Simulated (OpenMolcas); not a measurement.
# InCl2F (SMILES [F][In]([Cl])[Cl]): levels of theory compared

Aim: a comparison of 6 runs (HF/STO-3G, HF/3-21G, HF/def2-SVP, BLYP/def2-SVP, TPSS/def2-SVP, MP2/def2-SVP) of InCl2F. 

The calculation is run with OpenMolcas 26.06.

### Step 1. Starting point

InCl2F has 4 atoms, charge 0, and is taken as a singlet. As SMILES, `[F][In]([Cl])[Cl]`. The coordinates come from a PBE0-D4/def2-TZVP relaxation.

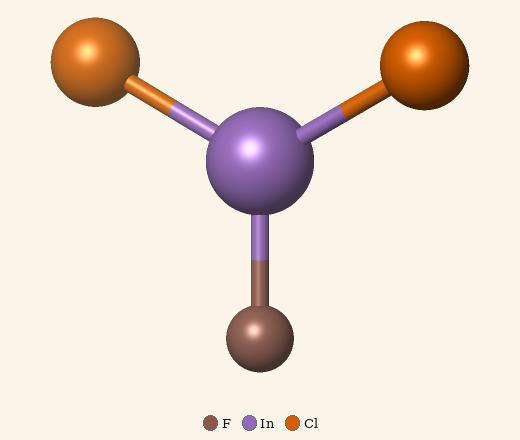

Viewed from a chosen angle; fluorine brown, indium purple, chlorine orange.

### Step 2. Energy and forces at HF/STO-3G (run 1)

calc.inp

```
>>> EXPORT MOLCAS_PRINT=2
&GATEWAY
BasLib
$CurrDir
Coord
4
angstrom
F        0.230900       0.992100       1.678900
In       0.019100       0.009200       0.035600
Cl       1.200200      -1.933300      -0.195800
Cl      -1.394700       0.871700      -1.539000
Basis
STO-3G
Group
NoSym
&SEWARD
&SCF
Thresholds
1e-10 1e-07 1e-07 1e-05
PrOrbitals
1 2
&ALASKA
```

The basis set STO-3G is read from a file made from the Basis Set Exchange's data (not shown).

Launch:

```
$ export MOLCAS_MEM=1860
$ pymolcas calc.inp > calc.log
```

The log of the run:

```text
--- Start Module: gateway ---
[...]
--- Stop Module: gateway /rc=_RC_ALL_IS_WELL_ ---
[...]
      Basis functions           50
[...]
--- Start Module: scf ---
[...]
       Convergence after  12 Iterations
[...]
::    Total SCF energy                              -6690.2623933202
[...]
      Total spin, S                                     0.0000000000
[...]
      Total electronic charge=   92.000000
      Total            charge=   -0.000000
[...]
      Dipole Moment (debye):
      Origin of the operator (angstrom)=   -0.0011   -0.0845   -0.1211
                   X=  1.4786E-01               Y=  6.8628E-01               Z=  1.1484E+00           Total=  1.3460E+00
      Quadrupole Moment (debye*angstrom):
[...]
--- Stop Module: scf /rc=_RC_ALL_IS_WELL_ ---
--- Start Module: alaska ---
[...]
 *              Molecular gradients               *
 **************************************************
  Irreducible representation: a
 ------------------------------------------------------------------------------------------
                              X                       Y                       Z
 ------------------------------------------------------------------------------------------
  F1                3.43462637802805E-03    1.59375663387102E-02    2.66438495583472E-02
  IN2              -2.89983716027542E-03   -1.34982466797675E-02   -2.25426574740828E-02
  CL3               5.83567677656660E-03   -7.81483693987894E-03    1.11112195755680E-03
  CL4              -6.37046599433688E-03    5.37551728102059E-03   -5.21231404198375E-03
 ------------------------------------------------------------------------------------------
--- Stop Module: alaska /rc=_RC_ALL_IS_WELL_ ---
[...]
```

It took 4.8 s on 1 thread of Intel Xeon Platinum 8259CL at 2.50GHz (Skylake/Cascade Lake), shared host; peak memory 0.38 GiB.

### Step 3. Energy and forces at HF/3-21G (run 2)

coord.xyz

```xyz
4

F      0.230900     0.992100     1.678900
In     0.019100     0.009200     0.035600
Cl     1.200200    -1.933300    -0.195800
Cl    -1.394700     0.871700    -1.539000
```

test.inp

```
* Cl2FIn Hartree-Fock
&GATEWAY
BasLib
$CurrDir
Coord
coord.xyz
Basis
3-21G
Group
NoSym
&SEWARD
&SCF
Thresholds
1e-10 1e-07 1e-07 1e-05
PrOrbitals
1 1
&ALASKA
```

The basis set 3-21G is read from a file made from the Basis Set Exchange's data (not shown).

Launch:

```
$ export MOLCAS_MEM=1860
$ pymolcas test.inp > test.log
```

The log of the run:

```text
--- Start Module: gateway ---
[...]
--- Stop Module: gateway /rc=_RC_ALL_IS_WELL_ ---
[...]
      Basis functions           66
[...]
--- Start Module: scf ---
[...]
       Convergence after  15 Iterations
[...]
::    Total SCF energy                              -6728.3974228750
[...]
      Total spin, S                                     0.0000000000
[...]
      Total electronic charge=   92.000000
      Total            charge=   -0.000000
[...]
      Dipole Moment (debye):
      Origin of the operator (angstrom)=   -0.0011   -0.0845   -0.1211
                   X=  1.1573E-02               Y=  5.3596E-02               Z=  9.0685E-02           Total=  1.0597E-01
      Quadrupole Moment (debye*angstrom):
[...]
--- Stop Module: scf /rc=_RC_ALL_IS_WELL_ ---
[...]
--- Start Module: alaska ---
[...]
 *              Molecular gradients               *
 **************************************************
  Irreducible representation: a
 ------------------------------------------------------------------------------------------
                              X                       Y                       Z
 ------------------------------------------------------------------------------------------
  F1                1.88318912777508E-03    8.73913644554491E-03    1.46084995707625E-02
  IN2              -5.13629907082347E-03   -2.39056519864733E-02   -3.99380930477289E-02
  CL3              -1.61171630899339E-02    2.67666987899489E-02    3.48399669460786E-03
  CL4               1.93702730329903E-02   -1.16001832490618E-02    2.18455967823772E-02
 ------------------------------------------------------------------------------------------
--- Stop Module: alaska /rc=_RC_ALL_IS_WELL_ ---
[...]
```

Wall time 6.6 s (1 thread of Intel Xeon Platinum 8259CL at 2.50GHz (Skylake/Cascade Lake), shared host); peak memory 0.41 GiB.

Runs 3 to 5 aren't shown in full; the table further down has their settings and results.

### Step 4. A single-point energy at MP2/def2-SVP (core potential) (run 6)

struct.xyz

```xyz
4

F      0.230900     0.992100     1.678900
In     0.019100     0.009200     0.035600
Cl     1.200200    -1.933300    -0.195800
Cl    -1.394700     0.871700    -1.539000
```

job.inp

```
&GATEWAY
  BasLib
  $CurrDir
  Coord
  struct.xyz
  Basis
  def2-SVP
  Group
  NoSym

&SEWARD

&SCF
  Thresholds
  1e-10 1e-07 1e-07 1e-05
  PrOrbitals
  0

&MBPT2
  Frozen
  15
```

The basis set def2-SVP is read from a file made from the Basis Set Exchange's data (not shown).

Launch:

```
$ export MOLCAS_MEM=1860
$ pymolcas job.inp > job.log
```

The log of the run:

```text
--- Start Module: gateway ---
[...]
--- Stop Module: gateway /rc=_RC_ALL_IS_WELL_ ---
[...]
      Basis functions           76
[...]
--- Start Module: scf ---
[...]
       Convergence after  13 Iterations
[...]
::    Total SCF energy                              -1207.4050684563
[...]
      Total spin, S                                     0.0000000000
[...]
      Total electronic charge=   64.000000
      Total            charge=   -0.000000
[...]
      Dipole Moment (debye):
      Origin of the operator (angstrom)=   -0.0011   -0.0845   -0.1211
                   X= -1.2526E-01               Y= -5.8166E-01               Z= -9.7154E-01           Total=  1.1393E+00
      Quadrupole Moment (debye*angstrom):
[...]
--- Stop Module: scf /rc=_RC_ALL_IS_WELL_ ---
[...]
--- Start Module: mbpt2 ---
[...]
WARNING!
Default frozen orbitals as non valence orbitals is overwritten by user input.
Default values:  11
[...]
       Reference weight ( Cref**2 )         =        0.85681
::    Total MBPT2 energy                            -1207.9324568745
[...]
      Total MBPT2 calculations                           0.24      0.28
--- Stop Module: mbpt2 /rc=_RC_ALL_IS_WELL_ ---
[...]
```

Wall time 6 s (1 thread of Intel Xeon Platinum 8259CL at 2.50GHz (Skylake/Cascade Lake), shared host); peak memory 0.43 GiB.

### Step 5. Overview of the runs

| run | level | integration grid | task | energy (Eh) | dipole moment (D) of the reference | HOMO energy (eV) | LUMO energy (eV) | wall time |
| --- | --- | --- | --- | --- | --- | --- | --- | --- |
| 1 | HF/STO-3G | – | gradient | -6690.262393 | 1.35 | -9.86 | 4.81 | 4.8 s |
| 2 | HF/3-21G | – | gradient | -6728.397423 | 0.11 | -13.03 | 0.18 | 6.6 s |
| 3 | HF/def2-SVP (core potential) | – | gradient | -1207.405068 | 1.14 | -12.85 | 0.64 | 8.4 s |
| 4 | BLYP/def2-SVP (core potential) | UltraFine | gradient | -1210.059158 | 0.92 | -7.73 | -3.60 | 21 s |
| 5 | TPSS/def2-SVP (core potential) | UltraFine | gradient | -1210.094138 | 0.79 | -8.16 | -3.63 | 28 s |
| 6 | MP2/def2-SVP (core potential) | – | energy | -1207.932457 | 1.14 | -12.85 | 0.64 | 6 s |

### Step 6. What came out

| quantity | value |
| --- | --- |
| run 6: total energy | -1207.93246 Eh |
| run 6: dipole moment (mean-field density) | 1.14 D |
| run 6: HOMO energy (Hartree–Fock orbitals) | -12.85 eV |
| run 6: LUMO energy (Hartree–Fock orbitals) | 0.64 eV |
| run 6: HOMO–LUMO gap (Hartree–Fock orbitals) | 13.49 eV |
| run 6: correlation energy (15 core orbitals frozen) | -527.4 mEh |

What this shows: Over runs 1, 2, 3, 4, 5 the dipole moment (its size) runs from 0.11 D (HF/3-21G) to 1.35 D (HF/STO-3G). Over runs 1, 2, 3, 4, 5 the HOMO–LUMO gap runs from 4.12 eV (BLYP/def2-SVP) to 14.67 eV (HF/STO-3G). The two ends differ in method and basis and core potential. Totals of different functionals can't be ranked against each other. Some runs of one species differ in core potentials or relativity; totals across that change don't compare. In run 1 the basis is minimal, so the values are rough. In runs 1, 2 relativity is left out where basis or elements ask for it. All runs together took 75 s, the longest 28 s.
